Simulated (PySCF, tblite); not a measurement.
**C5H10BClS: geometry, infrared bands and NMR shifts**

Aim: predict the infrared bands and NMR shifts of C5H10BClS (`CCSB/C=C(/C)Cl`).

Computed with tblite 0.8.0 and PySCF 2.14.0, with density-fitted response routines of our own, on a single molecule in the gas phase. Atoms count from 0, in the outputs and in this text.

## Step 1: The starting structure

18 atoms, charge 0, multiplicity 1; geometry from: force field or distance geometry start.

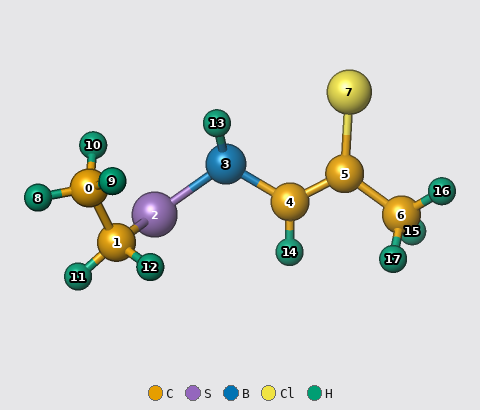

The starting geometry (carbon amber, sulfur purple, boron blue, chlorine yellow, hydrogen teal), atoms numbered; sticks join atoms by distance.

## Step 2: Relaxing the molecule with GFN2-xTB

The job: settings as JSON, then the geometry in Å.

```
{"job": {"kind": "relax", "xc": "GFN2-xTB", "basis": "xTB"}, "charge": 0, "multiplicity": 1}
C     -3.260000     0.201800     0.380700
C     -2.491100    -0.921100    -0.266000
S     -1.360000    -0.258000    -1.491900
B      0.015600     0.816100    -0.747200
C      1.353800     0.021500    -0.431600
C      2.437600     0.625500     0.021400
C      3.635000    -0.241900     0.256900
Cl     2.448100     2.355000     0.331800
H     -4.358600    -0.021300     0.293400
H     -3.010500     0.309200     1.448700
H     -3.042100     1.139500    -0.178900
H     -3.233300    -1.648900    -0.655100
H     -1.947600    -1.471700     0.566400
H     -0.375500     1.651900     0.009700
H      1.396300    -1.042800    -0.613900
H      4.103600    -0.547500    -0.680300
H      4.345700     0.248400     0.968000
H      3.334100    -1.209300     0.776300
```

Launch:

```sh
$ OMP_NUM_THREADS=1 python probes_run.py task.json out
```

This one command runs all jobs of the session in turn.

What it wrote:

```text
step      E/eV     max force
  0    -674.20459    2.864
  1    -674.60011    2.109
  2    -674.82792    1.440
  3    -674.96674    0.926
  4    -675.05537    0.747
  5    -675.09459    0.482
  6    -675.12022    0.362
  7    -675.13534    0.431
  8    -675.15444    0.372
  9    -675.16476    0.231
 10    -675.17223    0.207
 11    -675.17995    0.286
 12    -675.18967    0.320
 13    -675.19938    0.319
 14    -675.20821    0.291
 15    -675.21626    0.297
 16    -675.22492    0.412
 17    -675.23480    0.363
 18    -675.24416    0.214
 19    -675.25334    0.238
 20    -675.26478    0.311
 21    -675.28075    0.422
 22    -675.30306    0.390
 23    -675.33134    0.445
 24    -675.36156    0.420
 25    -675.38858    0.390
 26    -675.40953    0.353
 27    -675.42718    0.294
 28    -675.44730    0.298
 29    -675.46787    0.430
 30    -675.48274    0.514
 31    -675.49994    0.327
 32    -675.51390    0.195
 33    -675.52503    0.246
 34    -675.53907    0.346
 35    -675.55374    0.314
 36    -675.56796    0.271
 37    -675.57997    0.237
 38    -675.59141    0.246
 39    -675.60318    0.277
 40    -675.61399    0.244
 41    -675.62245    0.218
 42    -675.63005    0.240
 43    -675.63856    0.316
 44    -675.65082    0.316
 45    -675.67118    0.376
 46    -675.68292    0.333
 47    -675.69503    0.289
 48    -675.70326    0.246
 49    -675.71014    0.200
 50    -675.71480    0.148
 51    -675.71836    0.167
 52    -675.72156    0.169
 53    -675.72451    0.120
 54    -675.72733    0.137
 55    -675.73006    0.120
 56    -675.73327    0.127
 57    -675.73581    0.116
 58    -675.73855    0.099
 59    -675.74046    0.109
 60    -675.74219    0.114
 61    -675.74414    0.104
 62    -675.74589    0.086
 63    -675.74755    0.096
 64    -675.74940    0.124
 65    -675.75278    0.173
 66    -675.75776    0.204
 67    -675.76408    0.209
 68    -675.77080    0.209
 69    -675.77743    0.186
 70    -675.78362    0.158
 71    -675.78947    0.184
 72    -675.79305    0.117
 73    -675.79543    0.129
 74    -675.79766    0.113
 75    -675.79979    0.076
 76    -675.80116    0.078
 77    -675.80272    0.084
 78    -675.80366    0.110
 79    -675.80438    0.074
 80    -675.80490    0.047
 81    -675.80528    0.060
 82    -675.80564    0.051
 83    -675.80612    0.060
 84    -675.80657    0.056
 85    -675.80692    0.043
 86    -675.80727    0.041
 87    -675.80776    0.050
 88    -675.80839    0.058
 89    -675.80908    0.060
 90    -675.80977    0.059
 91    -675.81050    0.048
 92    -675.81134    0.064
 93    -675.81235    0.073
 94    -675.81330    0.076
 95    -675.81461    0.071
 96    -675.81628    0.080
 97    -675.81885    0.097
 98    -675.82073    0.124
 99    -675.82277    0.301
100    -675.82633    0.143
101    -675.82910    0.096
102    -675.83106    0.109
103    -675.83244    0.143
104    -675.83335    0.074
105    -675.83391    0.058
106    -675.83453    0.067
107    -675.83511    0.058
108    -675.83586    0.060
109    -675.83643    0.046
110    -675.83676    0.039
111    -675.83708    0.047
112    -675.83745    0.052
113    -675.83798    0.067
114    -675.83867    0.064
115    -675.83938    0.060
116    -675.84001    0.062
117    -675.84071    0.073
118    -675.84169    0.076
119    -675.84297    0.099
120    -675.84437    0.095
121    -675.84568    0.082
122    -675.84705    0.092
123    -675.84878    0.092
124    -675.85070    0.100
125    -675.85228    0.097
126    -675.85389    0.081
127    -675.85526    0.066
128    -675.85644    0.064
129    -675.85727    0.083
130    -675.85801    0.047
131    -675.85844    0.042
132    -675.85874    0.032
133    -675.85897    0.024
134    -675.85914    0.023
135    -675.85925    0.017
136    -675.85936    0.018
137    -675.85942    0.014
138    -675.85947    0.014
139    -675.85951    0.012
140    -675.85954    0.010
141    -675.85957    0.011
142    -675.85959    0.013
143    -675.85962    0.014
144    -675.85967    0.014
145    -675.85974    0.019
146    -675.85983    0.027
147    -675.85995    0.031
148    -675.86010    0.028
149    -675.86029    0.034
150    -675.86047    0.029
151    -675.86059    0.021
152    -675.86067    0.021
153    -675.86074    0.021
154    -675.86083    0.025
155    -675.86094    0.025
156    -675.86101    0.021
157    -675.86106    0.017
158    -675.86110    0.015
159    -675.86114    0.014
160    -675.86116    0.009
```

Run time: 1.4 s. Hardware: 1 thread of Arm Neoverse V1, shared host; peak memory 0.18 GiB.

Relaxation path: (not every step is listed)

| step | energy from step 0 (eV) | largest force (eV/Å) |
| --- | --- | --- |
| 0 | 0.0000 | 2.8637 |
| 1 | -0.3955 | 2.1094 |
| 2 | -0.6233 | 1.4398 |
| 3 | -0.7621 | 0.9257 |
| 4 | -0.8508 | 0.7466 |
| 5 | -0.8900 | 0.4824 |
| 6 | -0.9156 | 0.3616 |
| 7 | -0.9307 | 0.4314 |
| 8 | -0.9498 | 0.3722 |
| 22 | -1.0985 | 0.3897 |
| 36 | -1.3634 | 0.2708 |
| 50 | -1.5102 | 0.1476 |
| 64 | -1.5448 | 0.1242 |
| 78 | -1.5991 | 0.1103 |
| 92 | -1.6067 | 0.0643 |
| 106 | -1.6299 | 0.0667 |
| 120 | -1.6398 | 0.0945 |
| 134 | -1.6545 | 0.0231 |
| 148 | -1.6555 | 0.0279 |
| 155 | -1.6563 | 0.0248 |
| 156 | -1.6564 | 0.0206 |
| 157 | -1.6565 | 0.0175 |
| 158 | -1.6565 | 0.0152 |
| 159 | -1.6565 | 0.0137 |
| 160 | -1.6566 | 0.0093 |

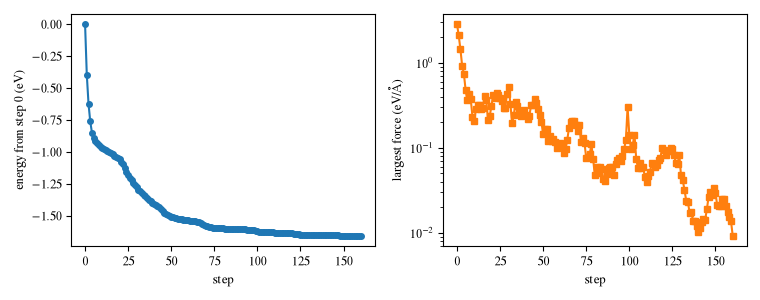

Energy and force, step by step.

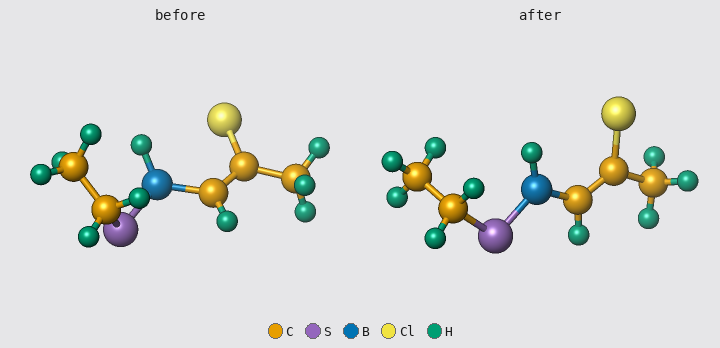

Before and after, at one scale.

Distances of close pairs at the start and the end, largest changes first:

| bond | before (Å) | after (Å) | change (Å) |
| --- | --- | --- | --- |
| S2–B3 | 1.898 | 1.767 | -0.130 |
| C6–H17 | 1.138 | 1.090 | -0.049 |
| B3–C4 | 1.588 | 1.539 | -0.049 |
| C1–H12 | 1.136 | 1.089 | -0.048 |
| C1–S2 | 1.795 | 1.839 | +0.044 |
| C0–H8 | 1.124 | 1.089 | -0.036 |
| C6–H16 | 1.119 | 1.089 | -0.029 |
| C5–Cl7 | 1.757 | 1.731 | -0.026 |

The next job starts from the end point, and lists it.

## Step 3: Infrared spectrum with GFN2-xTB

The job: settings as JSON, then the geometry in Å.

```
{"job": {"kind": "ir", "xc": "GFN2-xTB", "basis": "xTB"}, "charge": 0, "multiplicity": 1}
C     -3.364704     0.639285    -0.130315
C     -2.820731    -0.775948    -0.159572
S     -1.225025    -0.870045    -1.068449
B     -0.051259    -0.279396     0.113686
C      1.422260    -0.209039    -0.325758
C      2.479991     0.153677     0.408506
C      3.896448     0.194899    -0.052975
Cl     2.300641     0.629641     2.062958
H     -4.315054     0.660941     0.400363
H     -2.668614     1.306150     0.374942
H     -3.521194     1.006380    -1.142131
H     -3.496969    -1.443885    -0.691242
H     -2.652219    -1.158327     0.845843
H     -0.424764     0.018034     1.181217
H      1.659453    -0.488269    -1.346936
H      3.963772    -0.081862    -1.101589
H      4.306763     1.194809     0.081343
H      4.502446    -0.490728     0.538452
```

What it wrote:

```text
mode    cm-1     km/mol
  1      36.4      1.05
  2      54.3      2.24
  3      75.7      0.60
  4      98.3      1.41
  5     124.2      1.39
  6     188.0      1.23
  7     215.5      1.17
  8     234.2      1.39
  9     254.8      0.60
 10     327.6      0.62
 11     370.1      0.53
 12     449.0      1.41
 13     462.3      1.79
 14     633.7     23.53
 15     678.1      2.21
 16     696.2     58.10
 17     788.8     20.11
 18     834.4     32.11
 19     852.0     16.17
 20     980.2     29.47
 21    1016.8     30.14
 22    1017.4     31.74
 23    1022.4      3.52
 24    1034.5      0.76
 25    1079.2     27.96
 26    1082.5     12.99
 27    1128.6    158.62
 28    1226.3      0.93
 29    1253.4     23.27
 30    1279.9     24.09
 31    1392.4     19.34
 32    1406.2      6.27
 33    1451.2      0.22
 34    1453.0     11.40
 35    1462.6     24.61
 36    1487.0      6.56
 37    1496.1      1.87
 38    1631.0    274.48
 39    2643.7     69.21
 40    2996.2      9.44
 41    3004.9      6.31
 42    3006.0      5.48
 43    3021.2     13.76
 44    3021.8     35.92
 45    3030.9     21.53
 46    3032.6     21.47
 47    3042.3     16.88
 48    3049.0     24.10
```

It took 0.72 s on 1 thread of Arm Neoverse V1, shared host; peak memory 0.18 GiB.

Which atoms move in the most intense modes:

| cm⁻¹ | km/mol | atoms |
| --- | --- | --- |
| 696 | 58.1 | H13 63 %, B3 30 % |
| 834 | 32.1 | B3 47 %, S2 19 %, H13 13 % |
| 1017 | 30.1 | H8 31 %, C0 17 %, H13 11 %, H11 10 % |
| 1017 | 31.7 | H13 49 % |
| 1129 | 158.6 | B3 32 %, C5 26 %, C6 12 %, H13 11 % |
| 1631 | 274.5 | C5 51 %, C4 44 % |
| 2644 | 69.2 | H13 92 % |
| 3022 | 35.9 | H8 87 % |

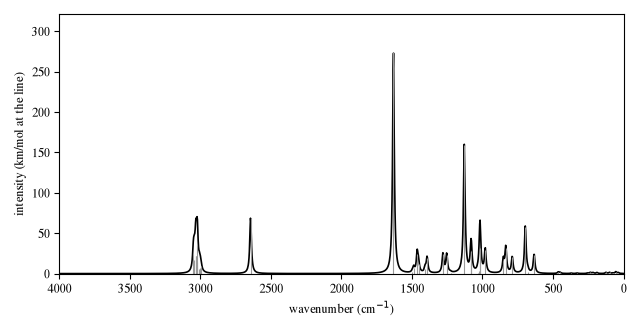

The infrared spectrum from these modes, unscaled. Lines are broadened to a width of 14 cm⁻¹ (Lorentzian).

## Step 4: Shielding tensors: PBE0/pcSseg-1

Settings changed since step 3:

```diff
@@ -1,2 +1,2 @@
-{"job": {"kind": "ir", "xc": "GFN2-xTB", "basis": "xTB"}, "charge": 0, "multiplicity": 1}
+{"job": {"kind": "nmr", "xc": "PBE0", "basis": "pcSseg-1"}, "charge": 0, "multiplicity": 1}
 C     -3.364704     0.639285    -0.130315
```

Level: GIAO PBE0/pcSseg-1 NMR shielding, non-relativistic, gas phase.

What it wrote:

```text
coarse grid: 15968 points
cycle   1  E = -1079.0730886135  dE =  8.068e-01  |g| = 4.602e-01  |ddm| = 3.808e+00
cycle   2  E = -1079.0249803965  dE =  4.811e-02  |g| = 6.488e-01  |ddm| = 9.268e-01
cycle   3  E = -1079.1270689883  dE = -1.021e-01  |g| = 1.279e-01  |ddm| = 5.977e-01
cycle   4  E = -1079.1311750878  dE = -4.106e-03  |g| = 3.308e-02  |ddm| = 1.383e-01
cycle   5  E = -1079.1314371111  dE = -2.620e-04  |g| = 9.144e-03  |ddm| = 4.221e-02
cycle   6  E = -1079.1314585170  dE = -2.141e-05  |g| = 2.201e-03  |ddm| = 1.319e-02
cycle   7  E = -1079.1314593657  dE = -8.487e-07  |g| = 7.887e-04  |ddm| = 2.560e-03
final grid: 144464 points
cycle   8  E = -1079.1788142260  dE = -4.326e-05  |g| = 9.552e-03  |ddm| = 3.246e-02
cycle   9  E = -1079.1787995837  dE =  1.464e-05  |g| = 1.190e-02  |ddm| = 1.958e-02
cycle  10  E = -1079.1788364914  dE = -3.691e-05  |g| = 1.606e-03  |ddm| = 1.285e-02
cycle  11  E = -1079.1788370681  dE = -5.766e-07  |g| = 4.785e-04  |ddm| = 1.912e-03
cycle  12  E = -1079.1788371211  dE = -5.299e-08  |g| = 1.285e-04  |ddm| = 4.656e-04
cycle  13  E = -1079.1788371250  dE = -3.966e-09  |g| = 3.524e-05  |ddm| = 1.520e-04
cycle  14  E = -1079.1788371253  dE = -3.110e-10  |g| = 1.063e-05  |ddm| = 4.422e-05
converged SCF energy = -1079.1788371253

GIAO shielding tensors (ppm)
atom      isotropic    diamagn.    paramagn.     s11        s22        s33       span
  0 C      165.286     247.193     -81.907    146.622    161.958    187.278     40.656
  1 C      150.303     252.175    -101.872    135.046    141.733    174.131     39.086
  2 S      348.858    1061.002    -712.145    126.270    369.112    551.190    424.920
  3 B       40.655     194.473    -153.817    -22.408     29.573    114.801    137.209
  4 C       51.334     259.317    -207.983    -59.115     66.570    146.547    205.662
  5 C       18.757     256.296    -237.539    -85.158     38.583    102.846    188.004
  6 C      153.867     245.279     -91.412    129.917    143.786    187.898     57.982
  7 Cl     667.239    1149.120    -481.880    413.457    672.964    915.297    501.840
  8 H       30.280      26.750       3.530     25.590     26.913     38.338     12.748
  9 H       30.387      30.585      -0.198     25.990     30.164     35.006      9.016
 10 H       30.322      29.246       1.076     26.571     28.477     35.919      9.347
 11 H       28.940      30.283      -1.343     23.512     27.794     35.514     12.002
 12 H       28.773      31.961      -3.188     23.830     28.020     34.469     10.639
 13 H       24.464      32.376      -7.912     17.683     23.744     31.966     14.283
 14 H       25.258      34.267      -9.009     21.172     23.292     31.311     10.139
 15 H       29.596      28.516       1.079     25.139     28.552     35.097      9.959
 16 H       29.297      26.950       2.348     25.524     27.987     34.381      8.857
 17 H       29.248      26.447       2.801     25.581     27.756     34.406      8.824
```

It took 40 s on 1 thread of Arm Neoverse V1, shared host; peak memory 0.89 GiB.

Shifts follow as δ = σ(reference) − σ, with reference shieldings (ppm) from runs at the same level and on the same kind of geometry: 1H TMS 31.72, 13C TMS 186.9, 11B BF3·OEt2 100.1, 33S CS2 504, 35Cl HCl 950. The references are single molecules in the gas phase. Atoms listed in one row are averaged.

| atoms | environment | σ (ppm) | δ (ppm) | δ scaled to CDCl3 |
| --- | --- | --- | --- | --- |
| C5 | fully substituted alkene carbon | 18.8 | 168.2 | 162.2 |
| C4 | alkene CH | 51.3 | 135.6 | 130.4 |
| C1 | sp3 CH2 bonded to S | 150.3 | 36.6 | 29.4 |
| C6 | allylic methyl carbon | 153.9 | 33.1 | 30.3 |
| C0 | methyl carbon | 165.3 | 21.6 | 19.2 |
| H13 | hydrogen on a boron bonded to C, S | 24.46 | 7.25 | – |
| H14 | hydrogen on an alkene CH | 25.26 | 6.46 | 6.19 |
| H11, H12 | hydrogen on an sp3 CH2 bonded to S | 28.86 | 2.86 | 2.80 |
| H15, H16, H17 | hydrogen on an allylic methyl carbon | 29.38 | 2.34 | 2.31 |
| H8, H9, H10 | hydrogen on a methyl carbon | 30.33 | 1.39 | 1.41 |
| S2 | sulfur bonded to C, B | 349 | 155 | – |
| B3 | boron bonded to C, S, H | 40.7 | 59.4 | – |
| Cl7 | chlorine bonded to C | 667 | 283 | – |

The scaled column applies a straight-line fit of computed shieldings to shifts measured in CDCl3, with any fitted terms for Cl, Br or S neighbours (root-mean-square error 0.16 ppm for H, 1.9 ppm for C).

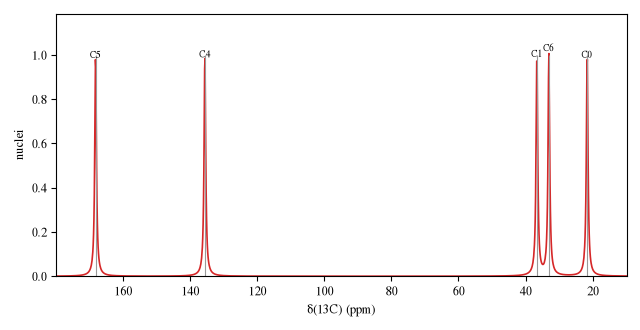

13C lines at the computed shifts, without couplings. Lines are broadened to a width of 0.59 ppm (Lorentzian).

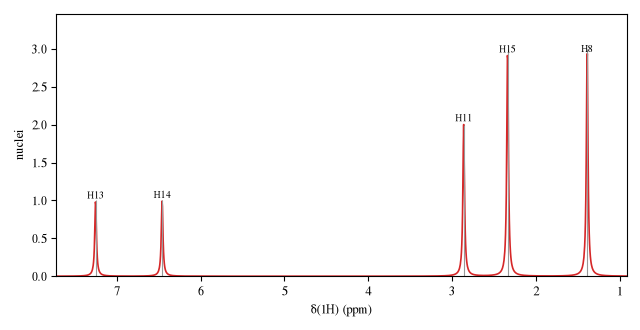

1H lines at the computed shifts, without couplings. Lines are broadened to a width of 0.02 ppm (Lorentzian).

The run also stored atomic charges by several schemes (e):

| atoms | Mulliken | IAO | Hirshfeld | ESP fit |
| --- | --- | --- | --- | --- |
| C0 | -0.27 | -0.42 | -0.12 | -0.27 |
| C1 | -0.36 | -0.32 | -0.06 | 0.17 |
| S2 | -0.15 | 0.13 | 0.00 | -0.29 |
| B3 | 0.31 | -0.10 | 0.06 | 0.19 |
| C4 | -0.24 | -0.30 | -0.15 | -0.37 |
| C5 | -0.32 | 0.06 | 0.06 | 0.22 |
| C6 | -0.12 | -0.43 | -0.12 | -0.50 |
| Cl7 | -0.09 | -0.04 | -0.01 | -0.11 |

IAO charges:

C0 -0.42; C1 -0.32; S2 0.13; B3 -0.10; C4 -0.30; C5 0.06; C6 -0.43; Cl7 -0.04; H8 0.15; H9 0.15; H10 0.15; H11 0.16; H12 0.15; H13 0.02; H14 0.15; H15 0.16; H16 0.17; H17 0.17

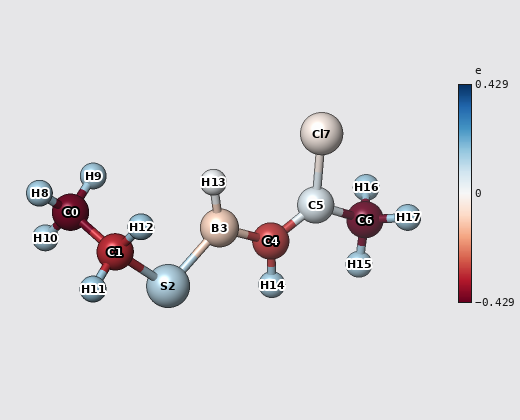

IAO charges, as colours on the atoms.

Mayer bond orders: C0–C1 1.03, C1–S2 0.99, S2–B3 1.23, B3–C4 1.02, C4–C5 1.79, C5–C6 1.05, C5–Cl7 1.09.

Orbitals, density, ELF and potential are computed afterwards from the orbital file.

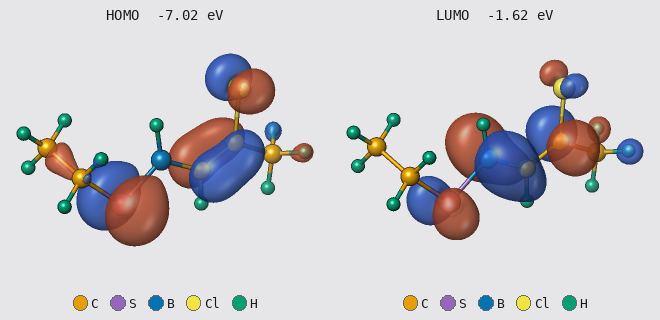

PBE0/pcSseg-1 orbitals near the gap, drawn at the value that encloses 70 % of each; the two colours are the two signs.

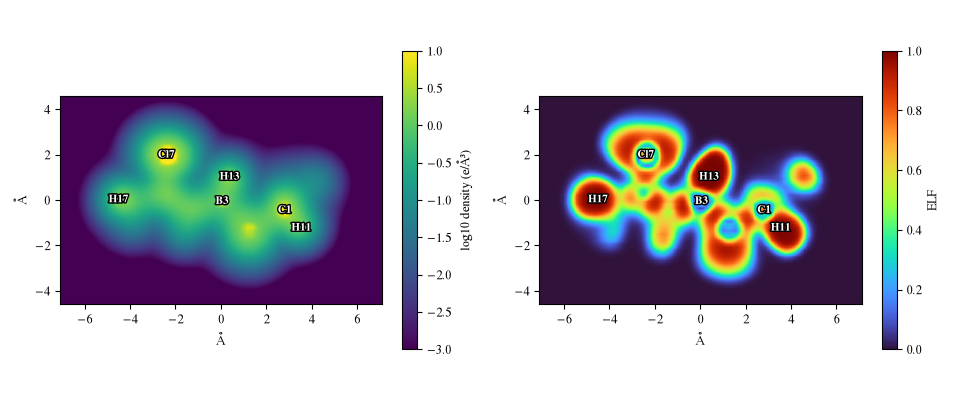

Density (left) and ELF (right) in a plane through or near 6 of the atoms.

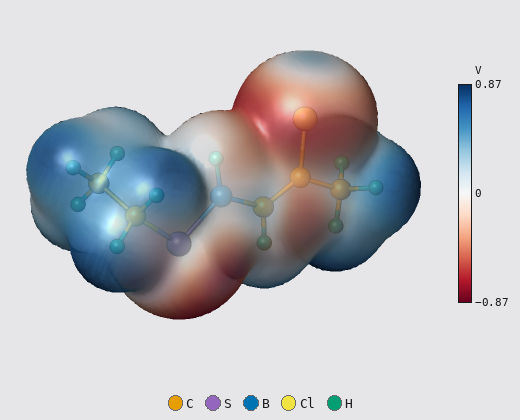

The potential that a unit positive charge feels on the 0.002 e/bohr³ surface, from -0.74 V near S2 to 0.87 V near H15.

## Step 5: Summary of results

| quantity | value |
| --- | --- |
| strongest single infrared mode (GFN2-xTB) | 1631 cm⁻¹, 274 km/mol |
| zero-point energy (GFN2-xTB) | 87.4 kcal/mol |
| 13C shifts against TMS (PBE0/pcSseg-1) | 168.2, 135.6, 36.6, 33.1, 21.6 ppm |
| 1H shifts against TMS (PBE0/pcSseg-1, means over atoms taken as alike) | 7.25, 6.46, 2.86, 2.34, 1.39 ppm |
| 33S shifts against CS2 (PBE0/pcSseg-1) | 155 ppm |
| 11B shifts against BF3·OEt2 (PBE0/pcSseg-1) | 59.4 ppm |
| 35Cl shifts against HCl (PBE0/pcSseg-1) | 283 ppm |
| surface potential, least and greatest | -0.74 V and 0.87 V |

Relaxing lowered the energy by 1.657 eV in 160 steps; the close pair that moved most is S2–B3, from 1.898 to 1.767 Å. All 48 modes are real, so the xTB geometry is a minimum. The strongest single mode, at 1631 cm⁻¹, moves mainly C5 and C4. Unscaled tight-binding wavenumbers are off by several per cent, some by more. Its intensities can rank the bands wrongly. At PBE0/pcSseg-1: The widest tensor belongs to Cl7: span 502 ppm, with a paramagnetic part of -482 ppm. By nearest atom (PBE0/pcSseg-1), the HOMO sits on S2 38 %; C4, C5 about 17 % each and the LUMO on B3 30 %; C5 26 %.
